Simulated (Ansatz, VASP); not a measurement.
# ZnGe: VASP beside Ansatz, part 2 of 2

Aim: how closely do two programs agree when they are given the same cell, functional and k mesh? The cell is invented: As first built, before any earlier steps moved the atoms: it takes the TiZn structure with some of its atoms replaced by other elements, volume scaled by an estimate. It may not be a known or stable phase. The cell comes out of the VASP series on this material, whose earlier steps may have relaxed, scaled or displaced it; both programs get it as it stands.

VASP 6.6.1 and Ansatz 0.2.0.

So far. Step 3 (VASP: band structure, PBEsol): The run ends at a pressure of -4.91 GPa.

## (6) VASP: band structure, RPBE

Level of this step: RPBE; plane waves and PAW (Ge_d, Zn); invented cell (VASP).

The same cell, functional, mesh and smearing now go to VASP, with its own data sets and cutoff.

File INCAR:

```
SYSTEM = ZnGe
PREC = Accurate
ENCUT = 410
EDIFF = 1E-06
NELM = 100
ISMEAR = 0
SIGMA = 0.02
LREAL = .FALSE.
ALGO = Normal
GGA = RP
LORBIT = 11
LWAVE = .FALSE.
LCHARG = .FALSE.
KPAR = 4
```

File POSCAR:

```
ZnGe
1.0
    3.2898053742      0.0000000000      0.0000000000
    0.0000000000      3.2898053742      0.0000000000
    0.0000000000      0.0000000000      3.2898053742
Ge Zn
1 1
Direct
    0.5000000000      0.5000000000      0.5000000000
    0.0000000000      0.0000000000      0.0000000000
```

File KPOINTS:

```
Automatic mesh
0
Gamma
4 4 4
0 0 0
```

File KPOINTS_OPT:

```
Line mode
16
Line-mode
Reciprocal
  0.00000000   0.00000000   0.00000000 GAMMA
  0.00000000   0.50000000   0.00000000 X

  0.00000000   0.50000000   0.00000000 X
  0.50000000   0.50000000   0.00000000 M

  0.50000000   0.50000000   0.00000000 M
  0.00000000   0.00000000   0.00000000 GAMMA

  0.00000000   0.00000000   0.00000000 GAMMA
  0.50000000   0.50000000   0.50000000 R

  0.50000000   0.50000000   0.50000000 R
  0.00000000   0.50000000   0.00000000 X

  0.50000000   0.50000000   0.00000000 M
  0.50000000   0.50000000   0.50000000 R
```

Potentials, in the order of the species: Ge_d and Zn (PBE family, release 64).

Started as:

```bash
$ mpirun -np 4 vasp_std
```

Numbers of over 12 decimals in the logs are rounded to 6 here.

The program printed:

```text
[banner, memory and clock lines left out]
running    4 mpi-ranks, on    1 nodes
[...]
[... a notice as in an earlier step ...]

 LDA part: xc-table for (Slater+PW92), standard interpolation
 POSCAR, INCAR and KPOINTS ok, starting setup
[...]
entering main loop
       N       E                     dE             d eps       ncg     rms          rms(c)
DAV:   1     0.112497109531E+03    0.11250E+03   -0.12370E+04   348   0.330E+03
DAV:   2     0.591862197027E+01   -0.10658E+03   -0.10539E+03   340   0.399E+02
DAV:   3    -0.447758411591E+01   -0.10396E+02   -0.10367E+02   391   0.108E+02
DAV:   4    -0.468873383505E+01   -0.21115E+00   -0.21108E+00   371   0.157E+01
[...]
DAV:  10    -0.454166357988E+01    0.24253E-04   -0.18904E-04   402   0.165E-01    0.134E-02
DAV:  11    -0.454166466410E+01   -0.10842E-05   -0.13363E-05   385   0.365E-02    0.790E-03
DAV:  12    -0.454166522044E+01   -0.55634E-06   -0.19328E-06   307   0.192E-02
   1 F= -.45416652E+01 E0= -.45406305E+01  d E =-.206938E-02
 Start KPOINTS_OPT (optional k-point list driver)
k-point batch [1-10\96]
       N       E                     dE             ncg
DAV:   1    -0.840194637402E+03   -0.24321E+04      340
DAV:   2    -0.202222518931E+04   -0.11820E+04      348
DAV:   3    -0.214467234869E+04   -0.12245E+03      346
DAV:   4    -0.214704703004E+04   -0.23747E+01      368
DAV:   5    -0.214707557621E+04   -0.28546E-01      355
DAV:   6    -0.214707626336E+04   -0.68716E-03      384
DAV:   7    -0.214707628815E+04   -0.24792E-04      357
DAV:   8    -0.214707628919E+04   -0.10332E-05      297
DAV:   9    -0.214707628926E+04   -0.74759E-07      189
[...]
k-point batch [91-96\96]
       N       E                     dE             ncg
DAV:   1     0.352846609490E+04   -0.70518E+04      213
DAV:   2     0.288685744400E+04   -0.64161E+03      204
DAV:   3     0.282792189969E+04   -0.58936E+02      228
DAV:   4     0.282673671764E+04   -0.11852E+01      240
DAV:   5     0.282672219821E+04   -0.14519E-01      212
DAV:   6     0.282672189913E+04   -0.29908E-03      238
DAV:   7     0.282672189024E+04   -0.88929E-05      198
DAV:   8     0.282672188992E+04   -0.31454E-06      134
```

From OUTCAR (step 6):

```text
  Total        0.2504940      0.2504940      0.2504940     -0.0000000     -0.0000000      0.0000000
  in kB       11.2719060     11.2719060     11.2719060     -0.0000000     -0.0000000      0.0000000
  external PRESSURE =      11.2719060 kB  Pullay stress =       0.0000000 kB

  FREE ENERGIE OF THE ION-ELECTRON SYSTEM (eV)
  ---------------------------------------------------
  free  energy   TOTEN  =        -4.5416652204 eV

  energy  without entropy=       -4.5395958367  energy(sigma->0) =       -4.54063053

[... 3 parts as in an earlier step ...]

[... 1 further part left out ...]
[key lines of the parts left out:]
E-fermi :   4.3835
```

The run ends at a pressure of 1.13 GPa.

## (7) Comparison

The two programs side by side:

```csv
quantity,Ansatz,VASP,difference
pressure (GPa),1.54,1.13,+0.41
```

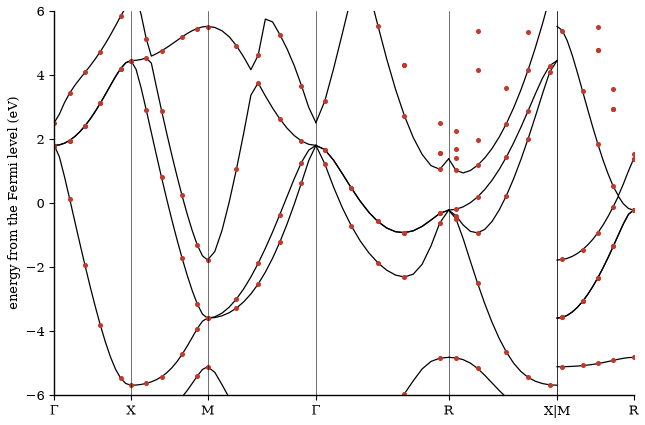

Bands from VASP (lines) and levels from Ansatz (dots). Dots without a line are higher empty bands that the VASP plot leaves out.

Levels from 3 eV below to 2 eV above the Fermi level differ by 3 meV r.m.s. and 5 meV at most; each VASP level is matched to the nearest of Ansatz, which flatters the figure a little. Ansatz's pressure holds a Pulay correction of 0.08 GPa; VASP's holds none.

## (8) Ansatz: band structure, PBE, spin-orbit coupling

Levels along a path test the potential and the projectors away from the mesh points.

The cell comes out of the VASP series on this material, whose earlier steps may have relaxed, scaled or displaced it; both programs get it as it stands.

File input.yaml:

```yaml
crystal:
  lattice:
    - [3.2898053742, 0.0, 0.0]
    - [0.0, 3.2898053742, 0.0]
    - [0.0, 0.0, 3.2898053742]
  atoms:
    - { symbol: Ge, position: [0.5, 0.5, 0.5] }
    - { symbol: Zn, position: [0.0, 0.0, 0.0] }
hamiltonian:
  xc: pbe
  pseudopotentials: { kind: paw_fr }
magnetization:
  noncollinear: true
  spin_orbit: true
kpoints:
  mp_grid: { grid: [5, 5, 5] }
  band_path:
    path:
      - [0.0, 0.0, 0.0]
      - [0.0, 0.1, 0.0]
      - [0.0, 0.2, 0.0]
      - [0.0, 0.3, 0.0]
      - [0.0, 0.43333, 0.0]
      - [0.0, 0.5, 0.0]
      - [0.1, 0.5, 0.0]
      - [0.2, 0.5, 0.0]
      - [0.33333, 0.5, 0.0]
      - [0.43333, 0.5, 0.0]
      - [0.5, 0.5, 0.0]
      - [0.36667, 0.36667, 0.0]
      - [0.26667, 0.26667, 0.0]
      - [0.16667, 0.16667, 0.0]
      - [0.06667, 0.06667, 0.0]
      - [0.03333, 0.03333, 0.03333]
      - [0.13333, 0.13333, 0.13333]
      - [0.23333, 0.23333, 0.23333]
      - [0.33333, 0.33333, 0.33333]
      - [0.46667, 0.46667, 0.46667]
      - [0.46667, 0.5, 0.46667]
      - [0.36667, 0.5, 0.36667]
      - [0.23333, 0.5, 0.23333]
      - [0.13333, 0.5, 0.13333]
      - [0.03333, 0.5, 0.03333]
      - [0.5, 0.5, 0.03333]
      - [0.5, 0.5, 0.16667]
      - [0.5, 0.5, 0.26667]
      - [0.5, 0.5, 0.36667]
      - [0.5, 0.5, 0.5]
    npoints: 1
scf:
  occupations: { method: gaussian, width: 0.02 }
  n_extra_bands: 14
output:
  forces: true
  stress: true
  eigenvalues: true
```

Started as:

```bash
$ ansatz run input.yaml --threads 2 --pin off --max-ram 4608MiB --backend cpu --events-out ev --progress --plain --runs-dir out
```

The program printed:

```text
[...]
non-collinear run that drives no moment, with spin-orbit: no starting moment large enough to seed its density (crystal.atoms[].spin), no starting occupations that ask for one, no magnetisation constraint and no magnetic field, so the semilocal B_xc is pinned to zero
Crystal: 2 atoms, lattice volume = 35.605 Å³
[...]
k-point 1: bands = [... 22 lower, 7.9783, 7.9783, 12.2411, 12.2411, 12.4232, 12.4232, 13.9537, 13.9537, ... 10 higher]
  k-point 2: bands = [... 22 lower, 4.7295, 4.7295, 13.7743, 13.7743, 13.9836, 13.9836, 15.4207, 15.4207, ... 10 higher]
  k-point 9: bands = [... 22 lower, 8.0038, 8.0038, 9.1790, 9.1790, 9.2715, 9.2715, 11.3978, 11.3978, ... 10 higher]
[key lines of the parts left out:]
SCF converged after 8 iterations
Magnetization: |M| = 0.0000 μB,  M = (+0.0000, +0.0000, +0.0000) μB
Free energy (F): -7613.491050 eV
Fermi energy:    10.195642 eV
P = ⅓ Tr σ = 0.3275 GPa (3.275 kbar)
```

It took 8 s on 2 threads of Arm Neoverse N1, shared host; peak memory 0.41 GiB.

## (9) VASP: band structure, PBE, spin-orbit coupling

The same cell, functional, mesh and smearing now go to VASP, with its own data sets and cutoff.

Changes to INCAR since step 6:

```diff
@@ -9,3 +9,9 @@
 ALGO = Normal
-GGA = RP
+GGA = PE
+LNONCOLLINEAR = .TRUE.
+MAGMOM = 0 0 0 0 0 0
+NBANDS = 38
+GGA_COMPAT = .FALSE.
+LASPH = .TRUE.
+LSORBIT = .TRUE.
 LORBIT = 11
```

POSCAR is that of step 6.

File KPOINTS:

```
Automatic mesh
0
Gamma
5 5 5
0 0 0
```

KPOINTS_OPT is that of step 6.

Started as:

```bash
$ mpirun -np 4 vasp_ncl
```

The program printed:

```text
[banner, memory and clock lines left out]
running    4 mpi-ranks, on    1 nodes
[...]
LDA part: xc-table for (Slater+PW92), standard interpolation
 POSCAR, INCAR and KPOINTS ok, starting setup
[...]
entering main loop
       N       E                     dE             d eps       ncg     rms          rms(c)
DAV:   1     0.191505407674E+03    0.19151E+03   -0.10607E+04   942   0.294E+03
DAV:   2     0.267821821820E+02   -0.16472E+03   -0.15756E+03   760   0.620E+02
DAV:   3    -0.389269875850E+01   -0.30675E+02   -0.30270E+02   814   0.163E+02
DAV:   4    -0.511531043688E+01   -0.12226E+01   -0.12196E+01   886   0.381E+01
[...]
DAV:  10    -0.495012230833E+01    0.11682E-04   -0.19104E-04   826   0.149E-01    0.362E-02
DAV:  11    -0.495011830401E+01    0.40043E-05   -0.13467E-05   772   0.321E-02    0.119E-02
DAV:  12    -0.495011879195E+01   -0.48794E-06   -0.32918E-06   904   0.252E-02
   1 F= -.49501188E+01 E0= -.49490326E+01  d E =-.217245E-02  mag=     0.0000     0.0000     0.0000
 Start KPOINTS_OPT (optional k-point list driver)
k-point batch [1-10\96]
       N       E                     dE             ncg
DAV:   1    -0.144271996114E+03   -0.89534E+03      912
DAV:   2    -0.184264816829E+04   -0.16984E+04      760
DAV:   3    -0.216535038898E+04   -0.32270E+03      846
DAV:   4    -0.217916422817E+04   -0.13814E+02      856
DAV:   5    -0.217935746748E+04   -0.19324E+00      848
DAV:   6    -0.217936094382E+04   -0.34763E-02      842
DAV:   7    -0.217936104956E+04   -0.10574E-03      872
DAV:   8    -0.217936105403E+04   -0.44758E-05      790
DAV:   9    -0.217936105422E+04   -0.18471E-06      534
[...]
k-point batch [91-96\96]
       N       E                     dE             ncg
DAV:   1     0.373463230566E+04   -0.64718E+04      556
DAV:   2     0.282219692563E+04   -0.91244E+03      462
DAV:   3     0.265257913641E+04   -0.16962E+03      462
DAV:   4     0.264585021385E+04   -0.67289E+01      528
DAV:   5     0.264575196023E+04   -0.98254E-01      528
DAV:   6     0.264575020110E+04   -0.17591E-02      516
DAV:   7     0.264575015162E+04   -0.49471E-04      528
DAV:   8     0.264575014981E+04   -0.18183E-05      476
DAV:   9     0.264575014974E+04   -0.63885E-07      336
```

OUTCAR, selected parts (step 9):

```text
  Total        0.0076757      0.0076757      0.0076757     -0.0000000     -0.0000000     -0.0000000
  in kB        0.3453962      0.3453962      0.3453962     -0.0000000     -0.0000000     -0.0000000
  external PRESSURE =       0.3453962 kB  Pullay stress =       0.0000000 kB

 POSITION                                       TOTAL-FORCE (eV/Angst)
 -----------------------------------------------------------------------------------
      1.64490      1.64490      1.64490         0.000000      0.000000      0.000000
      0.00000      0.00000      0.00000         0.000000      0.000000      0.000000
 -----------------------------------------------------------------------------------
    total drift:                                0.000000     -0.000000     -0.000000

  FREE ENERGIE OF THE ION-ELECTRON SYSTEM (eV)
  ---------------------------------------------------
  free  energy   TOTEN  =        -4.9501187919 eV

  energy  without entropy=       -4.9479463445  energy(sigma->0) =       -4.94903257

 magnetization (x)
# of ion       s       p       d       tot
------------------------------------------
    1       -0.000   0.000  -0.000  -0.000
    2        0.000  -0.000   0.000   0.000
--------------------------------------------------
tot         -0.000  -0.000  -0.000  -0.000

 magnetization (y)
# of ion       s       p       d       tot
------------------------------------------
    1        0.000   0.000  -0.000  -0.000
    2        0.000  -0.000   0.000   0.000
--------------------------------------------------
tot          0.000  -0.000  -0.000   0.000

 magnetization (z)
# of ion       s       p       d       tot
------------------------------------------
    1       -0.000   0.000  -0.000  -0.000
    2        0.000  -0.000   0.000  -0.000
--------------------------------------------------
tot         -0.000  -0.000  -0.000  -0.000

[... 1 part as in an earlier step ...]

[... 2 further parts left out ...]
[key lines of the parts left out:]
E-fermi :   4.5196
```

The run ends at a pressure of 0.03 GPa.

## (10) Comparison

What differs besides the data sets and the points named for the pairs above, as far as they apply: spin-orbit coupling enters by fully relativistic files in Ansatz and inside the spheres in VASP. Total energies have different zeros and are not compared.

Both answers:

```
      quantity  Ansatz  VASP  difference
pressure (GPa)    0.33  0.03       +0.29
```

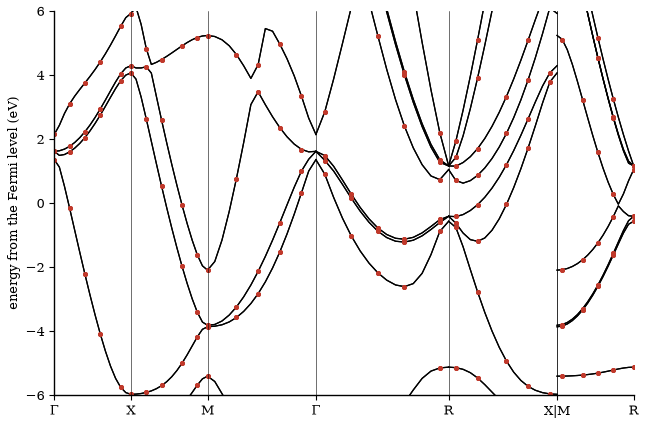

Bands from VASP (lines) and levels from Ansatz (dots). Dots without a line are higher empty bands that the VASP plot leaves out.

Levels from 3 eV below to 2 eV above the Fermi level differ by 3 meV r.m.s. and 6 meV at most; each VASP level is matched to the nearest of Ansatz, which flatters the figure a little. Ansatz's pressure holds a Pulay correction of 0.06 GPa; VASP's holds none.

## (11) Summary of results

```
r.m.s. difference of levels near the Fermi level (band structure, PBEsol)                   : 2.8 meV
r.m.s. difference of levels near the Fermi level (band structure, RPBE)                     : 2.6 meV
r.m.s. difference of levels near the Fermi level (band structure, PBE, spin-orbit coupling) : 2.9 meV
```

**Reading.** The r.m.s. difference of levels near the Fermi level is 2.9 meV (band structure, PBE, spin-orbit coupling), within the 80 meV picked in this series as the mark of a large difference. 3 further runs on this material are not shown. Differences of this kind measure data sets and numerical settings, not the functional's error against experiment.

[Lines on the potential files, build, host, timing and source positions are cut from VASP's logs without a mark.]

[Logs are printed without paths, hosts, clocks, repeated set-up lines and the standing remarks that a program may print on its own settings, such as how far it seeks lower states.]

[Hosts, paths, dates, database ids (printed as entryN), source tags and the programs' standing remarks are cut or masked in the printed files.]
